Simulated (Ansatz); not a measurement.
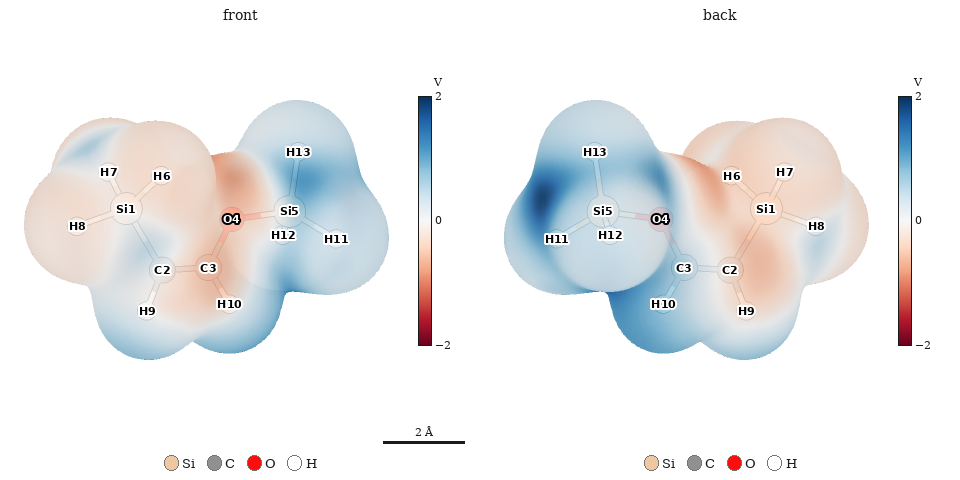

C2H8OSi2. The electrostatic potential painted on the density surface at 0.002 e/bohr³, seen from the front and from behind; the colour scale runs from red (negative) to blue (positive).

The calculation used RKS PBE/def2-SVP (Ansatz).

```xyz
13

Si   -1.1246   -1.9216    0.8146
C     0.5534   -1.0973    0.9732
C     0.8728    0.0497    0.3358
O    -0.0157    0.6913   -0.4744
Si    0.2801    2.1375   -1.3217
H    -2.2387   -1.0275    1.2938
H    -1.4299   -2.3085   -0.6091
H    -1.1308   -3.1715    1.6535
H     1.3399   -1.5396    1.6059
H     1.8688    0.5285    0.4366
H     0.6086    3.2462   -0.3595
H     1.4268    1.9547   -2.2782
H    -0.9902    2.4233   -2.0557
```

Which sites attract a positive test charge, and which a negative one?

A positive charge is drawn to the negative regions and a negative charge to the positive ones. The most negative region (about −0.8 V) lies over O4, the most positive (about +1.7 V) over Si5.
